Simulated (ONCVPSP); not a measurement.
## Run report: Xe, pseudopotential generation

- system: xenon (Xe, Z = 54), core [Kr] 4d10, reference valence 5s2 5p4 (an ion of charge +2), valence charge 8.
- method: ONCV potential, LDA (Perdew-Zunger), fully relativistic, made with ONCVPSP 4.0.1

## Summary

- outcome: generated; no spin-orbit splitting in 5p; the pseudo-atom misses its reference levels by up to 1.08 eV (5p)
- reference test: the pseudo-atom misses its own reference levels by up to 1.08 eV
- cutoffs needed: 17 Ha and 65 Ha (the cutoffs at which the residual kinetic energy of the hardest occupied pseudo-wave falls to 1 and 0.1 mHa per electron)
- ghost test: no bound ghost flagged; no localised positive-energy state flagged
- largest excitation error: +146 meV (all-electron minus pseudo) for 5s2 5p2, out of 4 test configurations
- range over which the phases arctan(r R′/R) at the test radius agree within 0.05 rad (a looser test near the poles than one of phase shifts): s: up to about 0.8 Ha; p3/2: nowhere near the reference energy; p1/2: nowhere near the reference energy; d5/2: not judged, local potential alone; d3/2: not judged, local potential alone; f7/2: not judged, local potential alone; f5/2: not judged, local potential alone
- hardware: 1 CPU thread, shared host
- wall time: 3.4 s

## Notes

The scattering phases part by more than π/2 and stay apart in s from about 2.8 Ha: a level there is either far displaced or one that only the pseudo-atom has. The potential has no spin-orbit splitting in 5p, whose channel is the local potential: both pseudo levels lie at −0.9867 Ha, against −0.9684 and −1.0264 Ha all-electron.

## The input
```
# ATOM AND REFERENCE CONFIGURATION
# atsym  z   nc   nv     iexc    psfile
  Xe 54.00    9    2        3      upf
#
#   n    l    f
    1    0    2.00
    2    0    2.00
    2    1    6.00
    3    0    2.00
    3    1    6.00
    3    2   10.00
    4    0    2.00
    4    1    6.00
    4    2   10.00
    5    0    2.00
    5    1    4.00
#
# PSEUDOPOTENTIAL AND OPTIMIZATION
# lmax
    1
#
#   l,   rc,      ep,       ncon, nbas, qcut
    0    1.65    0.00    5    9    3.80
    1    1.65    0.00    4    8    5.00
#
# LOCAL POTENTIAL
# lloc, lpopt,  rc(5),   dvloc0
    1    5    1.65    0.00
#
# VANDERBILT-KLEINMAN-BYLANDER PROJECTORs
# l, nproj, debl
    0    1    1.40
    1    0    2.80
#
# MODEL CORE CHARGE
# icmod, fcfact, rcfact
    0    0.00    0.00
#
# LOG DERIVATIVE ANALYSIS
# epsh1, epsh2, depsh
   -3.00    5.00    0.02
#
# OUTPUT GRID
# rlmax, drl
    6.00    0.01
#
# TEST CONFIGURATIONS
# ncnf
    4
# nvcnf
#   n    l    f
    2
    5    0    2.00
    5    1    6.00
#
    2
    5    0    2.00
    5    1    5.00
#
    2
    5    0    2.00
    5    1    3.00
#
    2
    5    0    2.00
    5    1    2.00
#
```

Run as:
```bash
oncvpspr.x < Xe.dat > Xe.out
```

## Output (extracts)
```
ONCVPSP  (Optimized Norm-Conservinng Vanderbilt PSeudopotential)
relativistic version 4.0.1

#   n    l    f        energy (Ha)
    1    0    2.00    -1.2616576D+03
    2    0    2.00    -1.9699205D+02
    2    1    6.00    -1.7329848D+02    -1.8521283D+02
    3    0    2.00    -4.0906255D+01
    3    1    6.00    -3.3739642D+01    -3.6001704D+01
    3    2   10.00    -2.4598558D+01    -2.5077185D+01
    4    0    2.00    -8.0172656D+00
    4    1    6.00    -5.8236054D+00    -6.2793779D+00
    4    2   10.00    -2.9340274D+00    -3.0076999D+00
    5    0    2.00    -1.4537637D+00
    5    1    4.00    -9.6835277D-01    -1.0264304D+00

Reference configufation results
  iterations    21
  all-electron total energy (Ha)   -7.44305097D+03

Begin loop to  construct optimized pseudo wave functions
and semi-local pseudopoentials for all angular momenta

Calculating optimized projector #   1

 for l=   0

    Fraction of norm inside rc  0.441135
    Optimizing pswf for qcut=   3.79 a_B^-1,  ecut=   7.18 Ha
    Residual kinetic energy error=  8.15D-03 Ha

    Energy error per electron        Cutoff
         Ha          eV             Ha
         0.01000     0.27211        6.92
         0.00100     0.02721       16.92
         0.00010     0.00272       48.14
         0.00001     0.00027       76.59

Calculating optimized projector #   1

 for l=   1

    Fraction of norm inside rc  0.262170
    Optimizing pswf for qcut=   5.00 a_B^-1,  ecut=  12.51 Ha
    Residual kinetic energy error=  4.18D-04 Ha

    Energy error per electron        Cutoff
         Ha          eV             Ha
         0.01000     0.27211        6.28
         0.00100     0.02721        9.77
         0.00010     0.00272       65.08
         0.00001     0.00027       80.70

Calculating optimized projector #   1

 for l=   1

    Fraction of norm inside rc  0.302286
    Optimizing pswf for qcut=   5.00 a_B^-1,  ecut=  12.51 Ha
    Residual kinetic energy error=  2.21D-04 Ha

    Energy error per electron        Cutoff
         Ha          eV             Ha
         0.01000     0.27211        7.16
         0.00100     0.02721       10.62
         0.00010     0.00272       18.89
         0.00001     0.00027       71.74

Construct Vanderbilt / Kleinmman-Bylander projectors

 Orthonormal scalar projector coefficients, l =  1

 Orthonormal spin-orbit projector coefficients, l =  1

Pseudoatom total energy  -14.353071

Diagnostic tests using Vanderbilt-Kleinman-Bylander pseudopotentials
  relativistic with J = L +/- 1/2 projectors

   l  kap   rcore       rmatch      e in        delta e    norm test   slope test

   0  -1   1.6584152   1.7087682  -1.4537637  -0.0000070   0.9999998   1.0000393

   1  -2   1.6584152   1.7087682  -0.9683528  -0.0183627   0.9890437   1.1870178
   1   1   1.6584152   1.7087682  -1.0264304   0.0397149   1.0209284   0.6058600

Diagnostic tests using Vanderbilt-Kleinman-Bylander pseudopotentials
  relativistic with scalar and spin-orbit non-local projectors

   l  kap   rcore       rmatch      e in        delta e    norm test   slope test

   0  -1   1.6584152   1.7087682  -1.4537637  -0.0000070   0.9999998   1.0000393

   1  -2   1.6584152   1.7087682  -0.9683528  -0.0183627   0.9890437   1.1870178
   1   1   1.6584152   1.7087682  -1.0264304   0.0397149   1.0209284   0.6058600

Ghost test for J = L + 1/2

 Testing for bound ghosts
   n   l    E NL Schr. Eq   E Basis Diag.   E Cutoff

   1   0       -1.453771       -1.453059     94.86

 Testing for highly-localized positive-energy ghosts
       l    <radius>/rc     E Basis Diag.   E Cutoff

Ghost test for J = L - 1/2

 Testing for bound ghosts
   n   l    E NL Schr. Eq   E Basis Diag.   E Cutoff

   1   0       -1.453771       -1.453059     94.86

 Testing for highly-localized positive-energy ghosts
       l    <radius>/rc     E Basis Diag.   E Cutoff

Test configuration 0

   n   l kap    f        eae           eps        diff
   1   0  -1  2.0000-1261.65756984
   2   0  -1  2.0000 -196.99204995
   2   1  -2  4.0000 -173.29847954
   2   1   1  2.0000 -185.21283008
   3   0  -1  2.0000  -40.90625519
   3   1  -2  4.0000  -33.73964229
   3   1   1  2.0000  -36.00170388
   3   2  -3  6.0000  -24.59855777
   3   2   2  4.0000  -25.07718505
   4   0  -1  2.0000   -8.01726560
   4   1  -2  4.0000   -5.82360541
   4   1   1  2.0000   -6.27937789
   4   2  -3  6.0000   -2.93402742
   4   2   2  4.0000   -3.00769994
   5   0  -1  2.0000   -1.45376373   -1.45377069   -6.96E-06
   5   1  -2  2.6667   -0.96835277   -0.98671550   -1.84E-02
   5   1   1  1.3333   -1.02643042   -0.98671550    3.97E-02

    Total energies and differences
      AE_ref= -7.44305097E+03  AE_tst= -7.44305097E+03  dif=  0.00E+00
      PS_ref= -1.43530709E+01  PS_tst= -1.43530709E+01  dif= -1.78E-15
      PSP excitation error=  1.78E-15

Test configuration 1

   n   l kap    f        eae           eps        diff
   1   0  -1  2.0000-1260.85698554
   2   0  -1  2.0000 -196.19695203
   2   1  -2  4.0000 -172.50277964
   2   1   1  2.0000 -184.41685364
   3   0  -1  2.0000  -40.11409992
   3   1  -2  4.0000  -32.94747120
   3   1   1  2.0000  -35.20935924
   3   2  -3  6.0000  -23.80627621
   3   2   2  4.0000  -24.28485339
   4   0  -1  2.0000   -7.23131169
   4   1  -2  4.0000   -5.03872880
   4   1   1  2.0000   -5.49397405
   4   2  -3  6.0000   -2.15226136
   4   2   2  4.0000   -2.22561854
   5   0  -1  2.0000   -0.73342948   -0.73459131   -1.16E-03
   5   1  -2  4.0000   -0.29395384   -0.30913368   -1.52E-02
   5   1   1  2.0000   -0.34055018   -0.30913368    3.14E-02

    Total energies and differences
      AE_ref= -7.44305097E+03  AE_tst= -7.44432675E+03  dif= -1.28E+00
      PS_ref= -1.43530709E+01  PS_tst= -1.56279516E+01  dif= -1.27E+00
      PSP excitation error= -9.05E-04

Test configuration 2

   n   l kap    f        eae           eps        diff
   1   0  -1  2.0000-1261.23252047
   2   0  -1  2.0000 -196.57049655
   2   1  -2  4.0000 -172.87654635
   2   1   1  2.0000 -184.79072117
   3   0  -1  2.0000  -40.48660881
   3   1  -2  4.0000  -33.31998726
   3   1   1  2.0000  -35.58193584
   3   2  -3  6.0000  -24.17882572
   3   2   2  4.0000  -24.65742035
   4   0  -1  2.0000   -7.60166512
   4   1  -2  4.0000   -5.40870754
   4   1   1  2.0000   -5.86413668
   4   2  -3  6.0000   -2.52110734
   4   2   2  4.0000   -2.59458041
   5   0  -1  2.0000   -1.07689028   -1.07786147   -9.71E-04
   5   1  -2  3.3333   -0.61518191   -0.63223592   -1.71E-02
   5   1   1  1.6667   -0.66738722   -0.63223592    3.52E-02

    Total energies and differences
      AE_ref= -7.44305097E+03  AE_tst= -7.44385874E+03  dif= -8.08E-01
      PS_ref= -1.43530709E+01  PS_tst= -1.51602369E+01  dif= -8.07E-01
      PSP excitation error= -6.10E-04

Test configuration 3

   n   l kap    f        eae           eps        diff
   1   0  -1  2.0000-1262.12550634
   2   0  -1  2.0000 -197.45482287
   2   1  -2  4.0000 -173.76180503
   2   1   1  2.0000 -185.67641412
   3   0  -1  2.0000  -41.36612918
   3   1  -2  4.0000  -34.19952588
   3   1   1  2.0000  -36.46176026
   3   2  -3  6.0000  -25.05857165
   3   2   2  4.0000  -25.53724895
   4   0  -1  2.0000   -8.47094619
   4   1  -2  4.0000   -6.27621009
   4   1   1  2.0000   -6.73250720
   4   2  -3  6.0000   -3.38373624
   4   2   2  4.0000   -3.45769811
   5   0  -1  2.0000   -1.85736023   -1.85541094    1.95E-03
   5   1  -2  2.0000   -1.34733787   -1.36625954   -1.89E-02
   5   1   1  1.0000   -1.41153846   -1.36625954    4.53E-02

    Total energies and differences
      AE_ref= -7.44305097E+03  AE_tst= -7.44187471E+03  dif=  1.18E+00
      PS_ref= -1.43530709E+01  PS_tst= -1.31784683E+01  dif=  1.17E+00
      PSP excitation error=  1.65E-03

Test configuration 4

   n   l kap    f        eae           eps        diff
   1   0  -1  2.0000-1262.63221586
   2   0  -1  2.0000 -197.95456901
   2   1  -2  4.0000 -174.26228967
   2   1   1  2.0000 -186.17724679
   3   0  -1  2.0000  -41.86187934
   3   1  -2  4.0000  -34.69528626
   3   1   1  2.0000  -36.95775941
   3   2  -3  6.0000  -25.55452440
   3   2   2  4.0000  -26.03327097
   4   0  -1  2.0000   -8.95814173
   4   1  -2  4.0000   -6.76191757
   4   1   1  2.0000   -7.21893926
   4   2  -3  6.0000   -3.86557699
   4   2   2  4.0000   -3.93992263
   5   0  -1  2.0000   -2.28330461   -2.27793310    5.37E-03
   5   1  -2  1.3333   -1.74796344   -1.76628999   -1.83E-02
   5   1   1  0.6667   -1.81854974   -1.76628999    5.23E-02

    Total energies and differences
      AE_ref= -7.44305097E+03  AE_tst= -7.44030626E+03  dif=  2.74E+00
      PS_ref= -1.43530709E+01  PS_tst= -1.16137254E+01  dif=  2.74E+00
      PSP excitation error=  5.36E-03
```

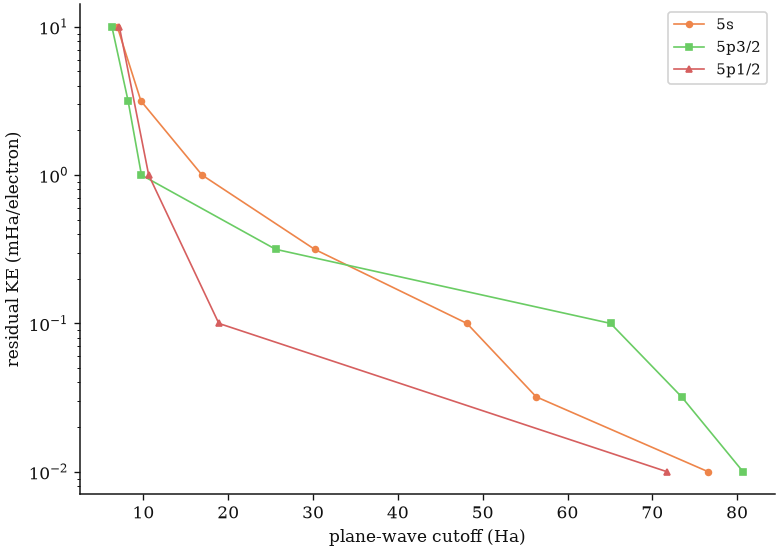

Figure 1. Residual kinetic energy of the pseudo-waves (the first of each channel, and further valence shells) beyond the plane-wave cutoff, as the generator prints it.

- Hardest wave at 1 mHa per electron: 5s, with rc = 1.65 bohr and qcut = 3.8 1/bohr. The optimisation minimises, but can't always remove, the kinetic energy above qcut²/2 = 7.2 Ha, and a larger rc would as a rule soften the wave at some cost in transferability.
- Cutoffs for the occupied states: 17 Ha for 1 mHa and 65 Ha for 0.1 mHa per electron. The first is set by 5s.
- Cutoffs for 1 mHa per electron: 5s: 17 Ha; 5p1/2: 11 Ha; 5p3/2: 9.8 Ha. The potential isn't sound: the pseudo-atom misses its own reference levels by up to 1.08 eV.

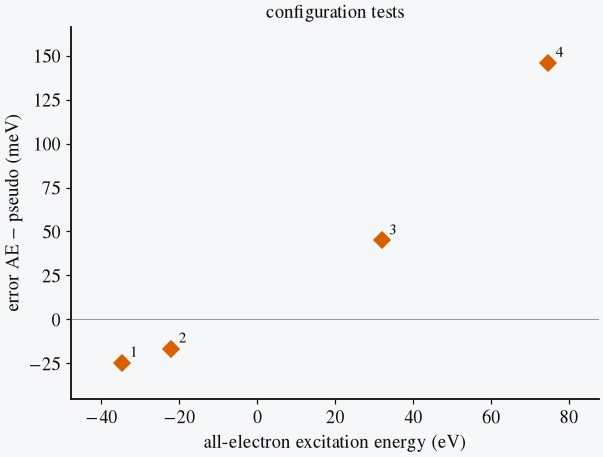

Figure 2. Errors, all-electron minus pseudo, of the energies of valence configurations relative to the unpolarised reference 5s2 5p4. Points: 1 = 5s2 5p6; 2 = 5s2 5p5; 3 = 5s2 5p3; 4 = 5s2 5p2.

- Worst configuration: 5s2 5p2 (charge +4): the error is +146 meV on an all-electron energy of +74.69 eV relative to the reference, or 0.2 %. Note that the pseudo-atom misses its own reference levels by up to 1.08 eV.
- Errors in meV: 5s2 5p6: -25; 5s2 5p5: -17; 5s2 5p3: +45; 5s2 5p2: +146.
- Configurations within 10 meV and within 50 meV: 0 and 3 of 4.

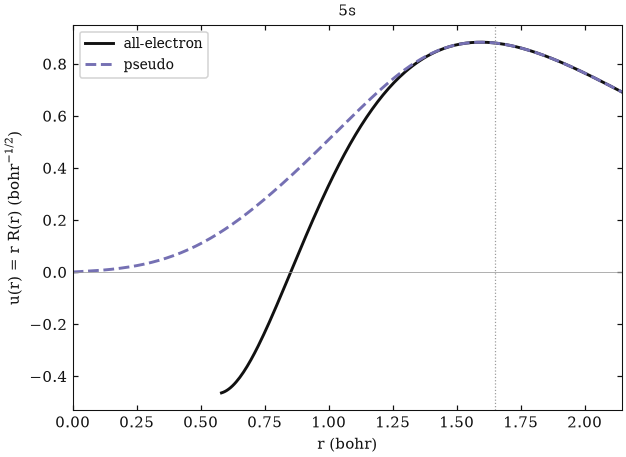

Figure 3. All-electron valence functions (solid) with their pseudo partners (dashed). Dotted lines mark the matching radii. The innermost oscillations of some all-electron curves aren't drawn. Pseudo-waves: 5s has no node.

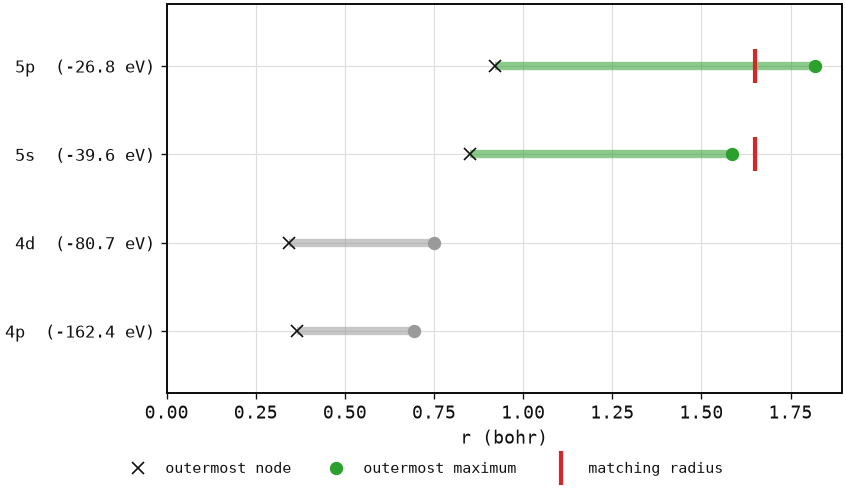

Figure 4. Outer shells of the all-electron reference atom: each bar runs from the outermost node (or the nucleus) to the outermost maximum of u(r); the tick is the radius chosen for the pseudo-wave. Shells without a tick have no pseudo-wave of their own. Levels, nodes and maxima are from ld1.x, scalar-relativistic.

- Radii against the shells: 5s: 1.65 bohr, outside the maximum; 5p: 1.65 bohr, between node and maximum.

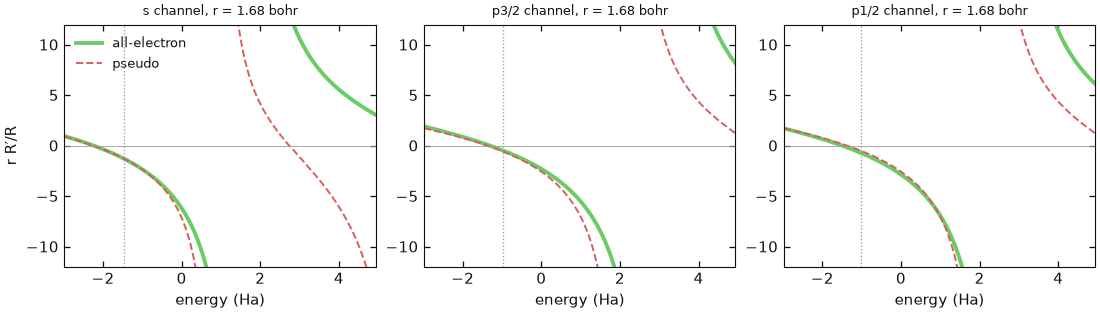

Figure 5. Logarithmic derivatives r R′/R at the test radius against energy, all-electron atom (solid) and pseudo-atom (dashed). Here R(r) is the radial function. The dotted line marks the reference energy of the channel. Not drawn: d5/2: not judged; d3/2: not judged; f7/2: not judged; f5/2: not judged.

- Zeros of the logarithmic derivative: s: all-electron -2.2 Ha, pseudo -2.2 and 2.7 Ha; p3/2: all-electron -1.3 Ha, pseudo -1.4 Ha; p1/2: all-electron -1.5 Ha, pseudo -1.4 Ha.
- Poles, where the radial function vanishes at the test radius: s: all-electron at 1.6 Ha, pseudo at 0.9 Ha; p3/2: all-electron at 3.0 Ha, pseudo at 2.2 Ha; p1/2: all-electron at 2.6 Ha, pseudo at 2.2 Ha.
